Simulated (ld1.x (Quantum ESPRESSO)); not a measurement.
Si: pseudopotential generation (part 2 of 2)

The same run, continued: silicon (Si, Z = 14), core [Ne], reference valence 3s2 3p1.75 (an ion of charge +0.25), valence charge 4. Method: TM potential, LDA (PZ), scalar-relativistic, made with ld1.x (Quantum ESPRESSO) 7.5.

## Output of the test run (extracts), continued
```
     ---------------------- Testing the pseudopotential ----------------------

     Si
     scalar relativistic calculation

     atomic number is 14.00   valence charge is  4.00
     dft =PZ   lsd =0 sic =0 latt =0  beta=0.20 tr2=1.0E-14
     mesh =1141 r(mesh) = 100.57892 xmin = -7.00 dx = 0.01250

     n l     nl             e AE (Ry)        e PS (Ry)    De AE-PS (Ry)
     1 0     3S   1( 1.00)       -0.85547       -0.85472       -0.00075
     2 1     3P   1( 3.00)       -0.34880       -0.34859       -0.00020

     eps = 2.9E-15  iter =  7

     Etot =    -577.139155 Ry,    -288.569577 Ha,   -7852.378228 eV
     Etotps =    -7.003226 Ry,      -3.501613 Ha,     -95.283745 eV
     dEtot_ae =       0.407845 Ry
     dEtot_ps =       0.407617 Ry,   Delta E=       0.000228 Ry

     Ekin =       2.959425 Ry,       1.479712 Ha,      40.265026 eV
     Encl =     -13.543825 Ry,      -6.771913 Ha,    -184.273131 eV
     Ehrt =       5.667398 Ry,       2.833699 Ha,      77.108875 eV
     Ecxc =      -1.866071 Ry,      -0.933035 Ha,     -25.389185 eV
     Epseu=      -0.220153 Ry,      -0.110076 Ha,      -2.995331 eV

     ---------------------- End of pseudopotential test ----------------------

     ---------------------- Testing the pseudopotential ----------------------

     Si
     scalar relativistic calculation

     atomic number is 14.00   valence charge is  4.00
     dft =PZ   lsd =1 sic =0 latt =0  beta=0.20 tr2=1.0E-14
     mesh =1141 r(mesh) = 100.57892 xmin = -7.00 dx = 0.01250

     n l     nl             e AE (Ry)        e PS (Ry)    De AE-PS (Ry)
     1 0     3S   1( 1.00)       -0.97402       -0.97749        0.00347
     2 1     3P   1( 1.75)       -0.46599       -0.46760        0.00161
     1 0     3S   2( 1.00)       -0.87888       -0.87115       -0.00774  !
     2 1     3P   2( 0.00)       -0.37940       -0.37500       -0.00440

     eps = 4.1E-15  iter =  9

     Etot =    -577.584082 Ry,    -288.792041 Ha,   -7858.431778 eV
     Etotps =    -7.450585 Ry,      -3.725292 Ha,    -101.370372 eV
     dEtot_ae =      -0.037083 Ry
     dEtot_ps =      -0.039742 Ry,   Delta E=       0.002659 Ry

     Ekin =       2.504193 Ry,       1.252096 Ha,      34.071281 eV
     Encl =     -13.304601 Ry,      -6.652301 Ha,    -181.018325 eV
     Ehrt =       5.357960 Ry,       2.678980 Ha,      72.898757 eV
     Ecxc =      -1.877917 Ry,      -0.938958 Ha,     -25.550360 eV
     Epseu=      -0.130219 Ry,      -0.065110 Ha,      -1.771726 eV

     ---------------------- End of pseudopotential test ----------------------

     ---------------------- Testing the pseudopotential ----------------------

     Si
     scalar relativistic calculation

     atomic number is 14.00   valence charge is  4.00
     dft =PZ   lsd =1 sic =0 latt =0  beta=0.20 tr2=1.0E-14
     mesh =1141 r(mesh) = 100.57892 xmin = -7.00 dx = 0.01250

     n l     nl             e AE (Ry)        e PS (Ry)    De AE-PS (Ry)
     1 0     3S   1( 1.00)       -0.83439       -0.83790        0.00351
     2 1     3P   1( 2.00)       -0.33761       -0.33906        0.00145
     1 0     3S   2( 1.00)       -0.73192       -0.72366       -0.00826  !
     2 1     3P   2( 0.00)       -0.24557       -0.24109       -0.00448

     eps = 1.6E-15  iter = 11

     Etot =    -577.684373 Ry,    -288.842186 Ha,   -7859.796298 eV
     Etotps =    -7.551267 Ry,      -3.775633 Ha,    -102.740220 eV
     dEtot_ae =      -0.137373 Ry
     dEtot_ps =      -0.140424 Ry,   Delta E=       0.003050 Ry

     Ekin =       2.597838 Ry,       1.298919 Ha,      35.345386 eV
     Encl =     -13.940296 Ry,      -6.970148 Ha,    -189.667388 eV
     Ehrt =       5.921958 Ry,       2.960979 Ha,      80.572338 eV
     Ecxc =      -1.993209 Ry,      -0.996605 Ha,     -27.118993 eV
     Epseu=      -0.137557 Ry,      -0.068779 Ha,      -1.871562 eV

     ---------------------- End of pseudopotential test ----------------------
```

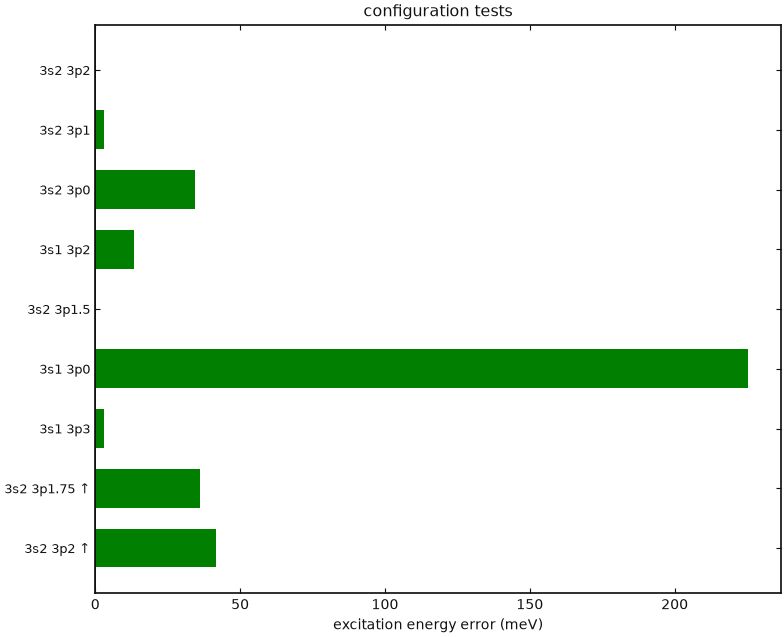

Errors, all-electron minus pseudo, of the energies of valence configurations relative to the unpolarised reference 3s2 3p1.75. An arrow marks spin-polarised runs filled by Hund’s rule.

- Worst configuration: 3s1 3p0 (charge +3): the error is +225 meV on an all-electron energy of +56.83 eV relative to the reference, or 0.4 %.
- Errors in meV: 3s2 3p2: +0.2; 3s2 3p1: +3.0; 3s2 3p0: +34; 3s1 3p2: +13; 3s2 3p1.5: +0.2; 3s1 3p0: +225; 3s1 3p3: +3.1; 3s2 3p1.75 ↑: +36; 3s2 3p2 ↑: +41.

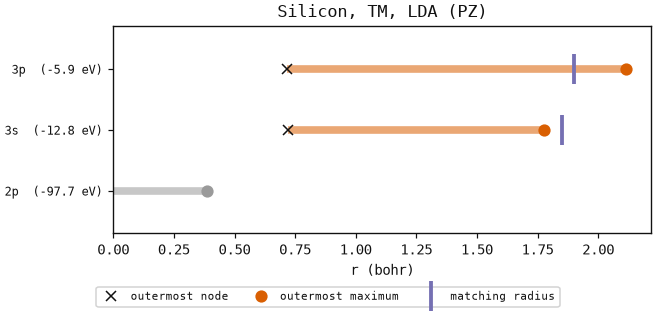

Outer shells of the all-electron reference atom: each bar runs from the outermost node (or the nucleus) to the outermost maximum of u(r); the tick is the radius chosen for the pseudo-wave. Shells without a tick have no pseudo-wave of their own. Levels, nodes and maxima are from ld1.x, scalar-relativistic.

- Radii against the shells: 3s: 1.85 bohr, outside the maximum; 3p: 1.90 bohr, between node and maximum.

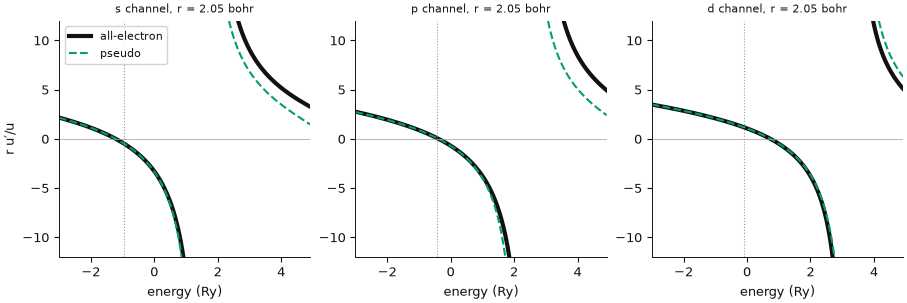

Logarithmic derivatives r u′/u at the test radius against energy, all-electron atom (solid) and pseudo-atom (dashed). Here u = r R(r). The dotted line marks the reference energy of the channel.

- Poles, where the radial function vanishes at the test radius: s: all-electron at 1.6 Ry, pseudo at 1.5 Ry; p: all-electron at 2.6 Ry, pseudo at 2.3 Ry; d: all-electron at 3.3 Ry, pseudo at 3.4 Ry.
- Zeros of the logarithmic derivative: s: all-electron -1.2 Ry, pseudo -1.2 Ry; p: all-electron -0.4 Ry, pseudo -0.4 Ry; d: all-electron 0.7 Ry, pseudo 0.7 Ry.
- Ghost states: the plot shows none: pseudo and all-electron curves have the same branches in all channels drawn. The separate test gives: no ghost state below the valence levels in the p, d, s, f channels.

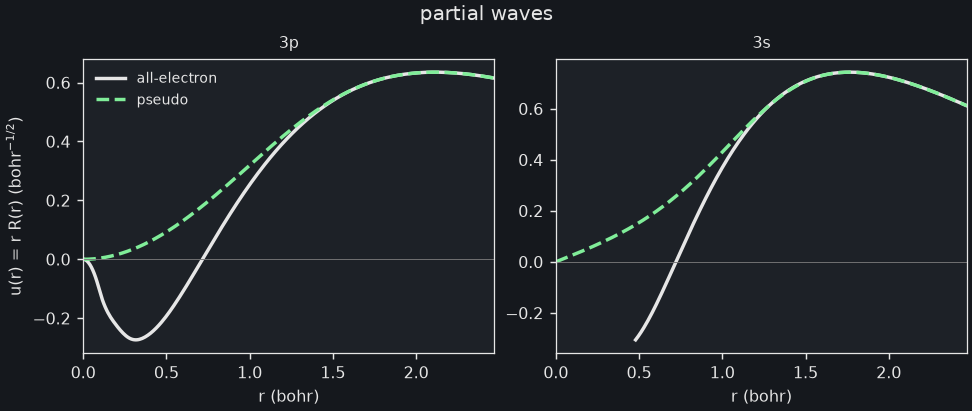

All-electron valence functions (solid) with their pseudo partners (dashed). The innermost oscillations of some all-electron curves aren't drawn. Reference configuration 3s2 3p1.75.

- Matching radii: 3p at 1.90 bohr; 3s at 1.85 bohr. The curves merge smoothly, so the plot gives these only roughly.
- Nodes of the pseudo-waves: 3p has no node; 3s has no node.
- Cutoffs needed: 15 Ry (loose) and 35 Ry (tight), as the cutoffs, on a coarse ladder, from which the occupation-weighted sum of valence levels, in a spherical-Bessel basis at the reference potential, stays within 10 and 1 mRy of its value at 400 Ry.

## Results in brief

- outcome: generated
- cutoffs needed: 15 Ry and 35 Ry (the cutoffs, on a coarse ladder, from which the occupation-weighted sum of valence levels, in a spherical-Bessel basis at the reference potential, stays within 10 and 1 mRy of its value at 400 Ry); ghost states and empty shells don't enter this sum
- ghost test: no ghost state below the valence levels in the p, d, s, f channels (spherical-Bessel basis up to 400 Ry, 20 bohr box)
- largest excitation error: +225 meV (all-electron minus pseudo) for 3s1 3p0, out of 7 test configurations
- range over which the phases arctan(r u′/u) at the test radius agree within 0.05 rad (a looser test near the poles than one of phase shifts): s: up to about 3.4 Ry; p: up to about 3.4 Ry; d: over the whole range computed
- wall time: 1.3 s
